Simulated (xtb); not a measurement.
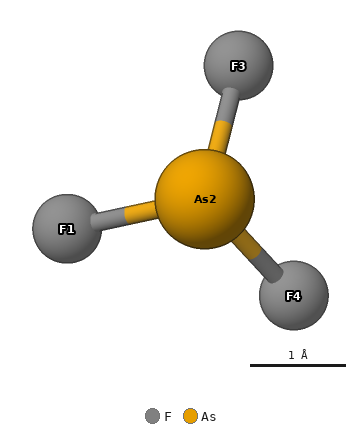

The structure (ball-and-stick view, seen on its broad side; atoms are numbered from 1 in the order of the input). Bond lengths as drawn: As–F 1.72 Å.

# Frequency calculation, with input and output: AsF$_{3}$

The run: frequency calculation of AsF$_{3}$ (arsenic trifluoride), SMILES F[As](F)F. Method and program: GFN2-xTB (xtb 6.7.1).

The geometry was optimised with GFN2-xTB.

## Log
```
* xtb version 6.7.1
   ID    Z sym.   atoms
    1    9 F      1, 3, 4
    2   33 As     2

           -------------------------------------------------
          |                Calculation Setup                |
           -------------------------------------------------

          program call               : xtb --hess --gfn 2 -I xcontrol -- start.xyz
          coordinate file            : start.xyz
          omp threads                :                     1

           -------------------------------------------------
          |                 G F N 2 - x T B                 |
           -------------------------------------------------

      * Hamiltonian:
        H0-scaling (s, p, d)           1.850000    2.230000    2.230000
        zeta-weighting                 0.500000
      * Dispersion:
        s8                             2.700000
        a1                             0.520000
        a2                             5.000000
        s9                             5.000000
      * Repulsion:
        kExp                           1.500000    1.000000
        rExp                           1.000000
      * Coulomb:
        alpha                          2.000000
        third order                    shell-resolved
        anisotropic                    true
        a3                             3.000000
        a5                             4.000000
        cn-shift                       1.200000
        cn-exp                         4.000000
        max-rad                        5.000000

          ...................................................
          :                      SETUP                      :
          :.................................................:
          :  # basis functions                  22          :
          :  # atomic orbitals                  21          :
          :  # shells                            9          :
          :  # electrons                        26          :
          :  max. iterations                   250          :
          :  Hamiltonian                  GFN2-xTB          :
          :  restarted?                      false          :
          :  GBSA solvation                  false          :
          :  PC potential                    false          :
          :  electronic temp.          300.0000000     K    :
          :  accuracy                    1.0000000          :
          :  -> integral cutoff          0.2500000E+02      :
          :  -> integral neglect         0.1000000E-07      :
          :  -> SCF convergence          0.1000000E-05 Eh   :
          :  -> wf. convergence          0.1000000E-03 e    :
          :  Broyden damping             0.4000000          :
          :  net charge                          0          :
          :  unpaired electrons                  0          :
          ...................................................

 iter      E             dE          RMSdq      gap      omega  full diag
   1    -16.6200619 -0.166201E+02  0.105E+01    7.72       0.0  T
   2    -16.6578471 -0.377852E-01  0.492E+00    7.12       1.0  T
   3    -16.6612268 -0.337975E-02  0.136E+00    6.97       1.0  T
   4    -16.6616820 -0.455213E-03  0.687E-01    7.04       1.0  T
   5    -16.6613663  0.315756E-03  0.351E-01    6.97       1.0  T
   6    -16.6616702 -0.303960E-03  0.124E-01    7.01       1.0  T
   7    -16.6616967 -0.264732E-04  0.729E-02    7.02       1.0  T
   8    -16.6617118 -0.150601E-04  0.119E-02    7.04       4.2  T
   9    -16.6617122 -0.399302E-06  0.109E-03    7.04      45.9  T
  10    -16.6617122 -0.187666E-08  0.556E-04    7.04      89.9  T
  11    -16.6617122 -0.701572E-09  0.248E-04    7.04     201.2  T

   *** convergence criteria satisfied after 11 iterations ***

         #    Occupation            Energy/Eh            Energy/eV
      -------------------------------------------------------------
         1        2.0000           -0.8557325             -23.2857
       ...           ...                  ...                  ...
         7        2.0000           -0.5792722             -15.7628
         8        2.0000           -0.5475725             -14.9002
         9        2.0000           -0.5475725             -14.9002
        10        2.0000           -0.5370633             -14.6142
        11        2.0000           -0.5350256             -14.5588
        12        2.0000           -0.5350253             -14.5588
        13        2.0000           -0.5153231             -14.0227 (HOMO)
        14                         -0.2567292              -6.9860 (LUMO)
        15                         -0.2567278              -6.9859
        16                         -0.0072551              -0.1974
        17                          0.0490479               1.3347
        18                          0.0490485               1.3347
       ...                                ...                  ...
        21                          0.5886367              16.0176
      -------------------------------------------------------------
                  HL-Gap            0.2585939 Eh            7.0367 eV
             Fermi-level           -0.3860261 Eh          -10.5043 eV

 SCC (total)                   0 d,  0 h,  0 min,  0.002 sec
 SCC setup                      ...        0 min,  0.000 sec (  2.486%)
 Dispersion                     ...        0 min,  0.000 sec (  0.861%)
 classical contributions        ...        0 min,  0.000 sec (  0.365%)
 integral evaluation            ...        0 min,  0.000 sec ( 18.578%)
 iterations                     ...        0 min,  0.001 sec ( 50.160%)
 molecular gradient             ...        0 min,  0.000 sec ( 24.582%)
 printout                       ...        0 min,  0.000 sec (  2.684%)

         :::::::::::::::::::::::::::::::::::::::::::::::::::::
         ::                     SUMMARY                     ::
         :::::::::::::::::::::::::::::::::::::::::::::::::::::
         :: total energy             -16.652216785861 Eh    ::
         :: gradient norm              0.000004171148 Eh/a0 ::
         :: HOMO-LUMO gap              7.036699206822 eV    ::
         ::.................................................::
         :: SCC energy               -16.661712117340 Eh    ::
         :: -> isotropic ES            0.057263390047 Eh    ::
         :: -> anisotropic ES         -0.000306100006 Eh    ::
         :: -> anisotropic XC         -0.006982956088 Eh    ::
         :: -> dispersion             -0.001584762805 Eh    ::
         :: repulsion energy           0.009495331479 Eh    ::
         :: add. restraining           0.000000000000 Eh    ::
         :: total charge               0.000000000000 e     ::
         :::::::::::::::::::::::::::::::::::::::::::::::::::::

           -------------------------------------------------
          |                Numerical Hessian                |
           -------------------------------------------------
step length          :   0.00500
SCC accuracy         :   0.00500
Hessian scale factor :   1.00000
frozen atoms in %    :   0.00000    0
RMS gradient         :   0.00000
estimated CPU  time      0.00 min

writing file <hessian>.

 projected vibrational frequencies (cm⁻¹)
eigval :       -0.00    -0.00    -0.00     0.00     0.00     0.00
eigval :      226.24   226.24   284.14   455.17   455.18   549.87
           -------------------------------------------------
          |                Property Printout                |
           -------------------------------------------------

    * Orbital Energies and Occupations

         #    Occupation            Energy/Eh            Energy/eV
      -------------------------------------------------------------
         1        2.0000           -0.8557322             -23.2857
         2        2.0000           -0.8517804             -23.1781
         3        2.0000           -0.8517795             -23.1781
         4        2.0000           -0.6652840             -18.1033
         5        2.0000           -0.5881050             -16.0032
         6        2.0000           -0.5881048             -16.0031
         7        2.0000           -0.5792723             -15.7628
         8        2.0000           -0.5475718             -14.9002
         9        2.0000           -0.5475717             -14.9002
        10        2.0000           -0.5370625             -14.6142
        11        2.0000           -0.5350248             -14.5588
        12        2.0000           -0.5350244             -14.5588
        13        2.0000           -0.5153232             -14.0227 (HOMO)
        14                         -0.2567309              -6.9860 (LUMO)
        15                         -0.2567295              -6.9860
        16                         -0.0072563              -0.1975
        17                          0.0490473               1.3346
        18                          0.0490479               1.3347
        19                          0.0692327               1.8839
        20                          0.5886330              16.0175
        21                          0.5886359              16.0176
      -------------------------------------------------------------
                  HL-Gap            0.2585923 Eh            7.0367 eV
             Fermi-level           -0.3860270 Eh          -10.5043 eV

     #   Z          covCN         q      C6AA      α(0)
     1   9 F        0.738    -0.184    11.076     3.931
     2  33 As       2.215     0.552   214.177    27.401
     3   9 F        0.738    -0.184    11.076     3.930
     4   9 F        0.738    -0.184    11.076     3.931

 Mol. C6AA /au·bohr⁶  :        579.885098
 Mol. C8AA /au·bohr⁸  :      27859.783484
 Mol. α(0) /au        :         39.192398

Wiberg/Mayer (AO) data.
largest (>0.10) Wiberg bond orders for each atom

 ---------------------------------------------------------------------------
     #   Z sym  total        # sym  WBO       # sym  WBO       # sym  WBO
 ---------------------------------------------------------------------------
     1   9 F    1.298 --     2 As   1.200
     2  33 As   3.600 --     3 F    1.200     1 F    1.200     4 F    1.200
     3   9 F    1.298 --     2 As   1.200
     4   9 F    1.298 --     2 As   1.200
 ---------------------------------------------------------------------------

Topologies differ in total number of bonds
Writing topology from bond orders to xtbtopo.mol

molecular dipole:
                 x           y           z       tot (Debye)
 q only:       -0.686      -0.679      -0.186
   full:       -0.580      -0.574      -0.158       2.113
molecular quadrupole (traceless):
                xx          xy          yy          xz          yz          zz
 q only:        0.672       2.107       0.628       0.579       0.573      -1.300
  q+dip:        0.631       1.981       0.591       0.544       0.539      -1.222
   full:        0.406       1.273       0.380       0.350       0.346      -0.785

           -------------------------------------------------
          |               Frequency Printout                |
           -------------------------------------------------
 projected vibrational frequencies (cm⁻¹)
eigval :       -0.00    -0.00    -0.00     0.00     0.00     0.00
eigval :      226.24   226.24   284.14   455.17   455.18   549.87
 reduced masses (amu)
   1: 22.72   2: 19.66   3: 52.65   4: 43.24   5: 30.76   6: 56.09   7: 23.05   8: 23.05
   9: 31.51  10: 31.19  11: 31.19  12: 30.65
 IR intensities (km·mol⁻¹)
   1:  1.01   2:  0.25   3:  0.65   4:  0.46   5:  1.41   6:  0.52   7:  8.16   8:  8.16
   9: 42.35  10:169.66  11:169.66  12: 53.02
 Raman intensities (Ä⁴*amu⁻¹)
   1:  0.00   2:  0.00   3:  0.00   4:  0.00   5:  0.00   6:  0.00   7:  0.00   8:  0.00
   9:  0.00  10:  0.00  11:  0.00  12:  0.00
 output can be read by thermo (or use thermo option).
 writing <g98.out> molden fake output.
 recommended (thermochemical) frequency scaling factor: 1.0
           -------------------------------------------------
          |             Thermodynamic Functions             |
Molecule has the following symmetry elements: (C3) 3*(sigma)
It seems to be the C3v point group
           -------------------------------------------------

c3v symmetry found (for desy threshold:  0.10E+00) used in thermo

          ...................................................
          :                      SETUP                      :
          :.................................................:
          :  # frequencies                           6      :
          :  # imaginary freq.                       0      :
          :  linear?                             false      :
          :  only rotor calc.                    false      :
          :  symmetry                              c3v      :
          :  rotational number                       3      :
          :  scaling factor                  1.0000000      :
          :  rotor cutoff                   50.0000000 cm⁻¹ :
          :  imag. cutoff                  -20.0000000 cm⁻¹ :
          :.................................................:

    mode    ω/cm⁻¹     T·S(HO)/kcal·mol⁻¹    T·S(FR)/kcal·mol⁻¹   T·S(vib)
   ------------------------------------------------------------------------
       1    226.24    -0.56905 ( 99.76%)    -0.60913 (  0.24%)    -0.56915
       2    226.24    -0.56905 ( 99.76%)    -0.60913 (  0.24%)    -0.56914
       3    284.14    -0.44979 ( 99.90%)    -0.54167 (  0.10%)    -0.44988
   ------------------------------------------------------------------------

   temp. (K)  partition function   enthalpy   heat capacity  entropy
                                   cal/mol     cal/K/mol   cal/K/mol   J/K/mol
 298.15  VIB   4.13                 1374.593      9.140      7.432
         ROT  0.243E+05              888.752      2.981     23.047
         INT  0.100E+06             2263.345     12.121     30.479
         TR   0.147E+28             1481.254      4.968     40.525
         TOT                        3744.5991    17.0887    71.0040   297.0808

       T/K    H(0)-H(T)+PV         H(T)/Eh          T*S/Eh         G(T)/Eh
   ------------------------------------------------------------------------
    298.15    0.596740E-02    0.109722E-01    0.337363E-01   -0.227641E-01
   ------------------------------------------------------------------------

         :::::::::::::::::::::::::::::::::::::::::::::::::::::
         ::                  THERMODYNAMIC                  ::
         :::::::::::::::::::::::::::::::::::::::::::::::::::::
         :: total free energy         -16.674980927009 Eh   ::
         ::.................................................::
         :: total energy              -16.652216786035 Eh   ::
         :: zero point energy           0.005004764200 Eh   ::
         :: G(RRHO) w/o ZPVE           -0.027768905173 Eh   ::
         :: G(RRHO) contrib.           -0.022764140974 Eh   ::
         :::::::::::::::::::::::::::::::::::::::::::::::::::::

           -------------------------------------------------
          | TOTAL ENERGY              -16.652216786035 Eh   |
          | TOTAL ENTHALPY            -16.641244623388 Eh   |
          | TOTAL FREE ENERGY         -16.674980927009 Eh   |
          | GRADIENT NORM               0.000003361429 Eh/α |
          | HOMO-LUMO GAP               7.036655245841 eV   |
           -------------------------------------------------

------------------------------------------------------------------------
------------------------------------------------------------------------
 total:
 *  cpu-time:     0 d,  0 h,  0 min,  0.038 sec
 * ratio c/w:     1.000 speedup
 SCF:
 *  cpu-time:     0 d,  0 h,  0 min,  0.002 sec
 * ratio c/w:     1.000 speedup
 analytical hessian:
 *  cpu-time:     0 d,  0 h,  0 min,  0.030 sec
 * ratio c/w:     1.000 speedup
```

## File vibspectrum
```
$vibrational spectrum
#  mode     symmetry     wave number   IR intensity    selection rules
#                         cm**(-1)      (km*mol⁻¹)        IR
     1                      -0.00         0.00000          -
     2                      -0.00         0.00000          -
     3                      -0.00         0.00000          -
     4                       0.00         0.00000          -
     5                       0.00         0.00000          -
     6                       0.00         0.00000          -
     7        a            226.24         8.15983         YES
     8        a            226.24         8.16018         YES
     9        a            284.14        42.35269         YES
    10        a            455.17       169.65609         YES
    11        a            455.18       169.65789         YES
    12        a            549.87        53.01986         YES
$end
```

## Standard error
```
normal termination of xtb
```

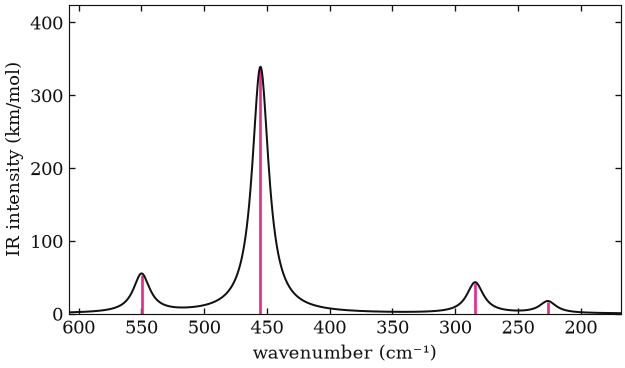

Harmonic infrared spectrum, unscaled: sticks (degenerate modes added up, dark ones marked on the axis) with a Lorentzian envelope of 16 cm⁻¹ full width, scaled to the tallest stick. 6 modes from 226 to 550 cm⁻¹, none imaginary. The strongest line is at 455 cm⁻¹ (339 km/mol). All modes, in cm⁻¹ (km/mol): 226 (8.2), 226 (8.2), 284 (42), 455 (170), 455 (170), 550 (53).

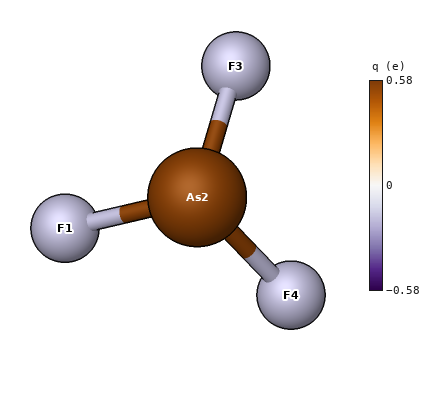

Mulliken charges, as the colour of each atom (ball-and-stick view, seen on its broad side; atoms are numbered from 1 in the order of the input). By element: F −0.18 and As +0.55 e.

The run was set up as follows.

## Input file (start.xyz)
```
4
start
F     -0.42239     0.40064     1.33677
As    -0.49329    -0.48825    -0.13414
F      1.19158    -0.83344    -0.10655
F     -0.27592     0.92106    -1.09608
```

## File xcontrol
```
$chrg 0
$spin 0
$hess
   sccacc=0.005
$end
```

Run as:
```bash
xtb --hess --gfn 2 -I xcontrol -- start.xyz | tee out.txt
```

## Key numbers

```tsv
quantity	value
outcome	converged
electrons treated	26
total energy	−16.652217 hartree
dispersion energy	−0.001585 hartree
basis functions	22
HOMO	−14.02 eV
LUMO	−6.99 eV
zero-point energy	0.005005 hartree
dipole moment	2.11 D
wavenumbers, lowest and highest	226 and 550 cm⁻¹
hardware	1 thread of Intel Xeon (Granite Rapids), 96 GiB of memory available, shared host
peak memory	0.071 GiB
```
